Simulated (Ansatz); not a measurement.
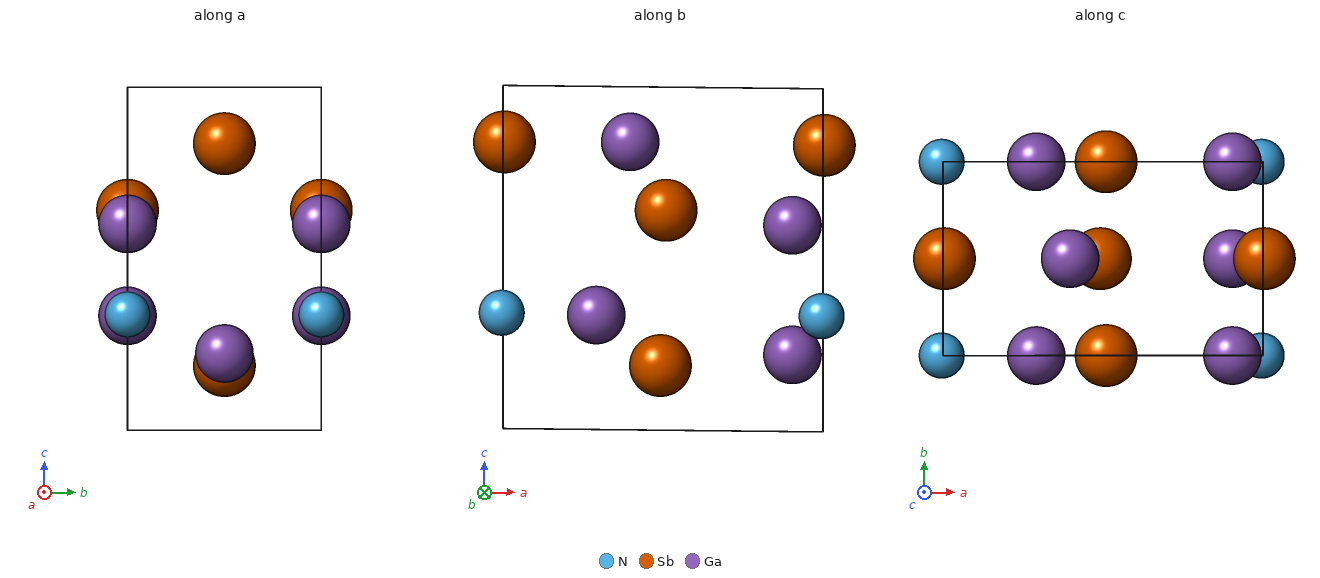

A spheres-only rendering, viewed along the a axis, along the b axis and along the c axis. Lines trace the edges of the conventional unit cell.

Lattice parameters: a = 6.633 Å, b = 4.018 Å, c = 7.114 Å, α = 90.00°, β = 90.61°, γ = 90.00°. Put a along x and b in the xy plane.

Question: Record the structure as a POSCAR file, with free fractional coordinates to two decimals.

Answer:
```
N Sb Ga
1.0
     6.633    0.000    0.000
     0.000    4.018    0.000
    -0.076    0.000    7.114
N Sb Ga
1 3 4
Direct
  0.00 0.00 0.34
  0.00 0.50 0.84
  0.49 0.50 0.19
  0.51 0.00 0.64
  0.29 0.00 0.33
  0.40 0.50 0.84
  0.90 0.50 0.22
  0.90 0.00 0.60
```

Origin of the cell: a structure type filled with these elements by a generator (whether the compound takes this form wasn't checked). Earlier steps of the study, as a rule a relaxation of our own, may have changed the cell and positions, so they can lie some per cent off the listed ones. It was the input of a calculation with Ansatz.
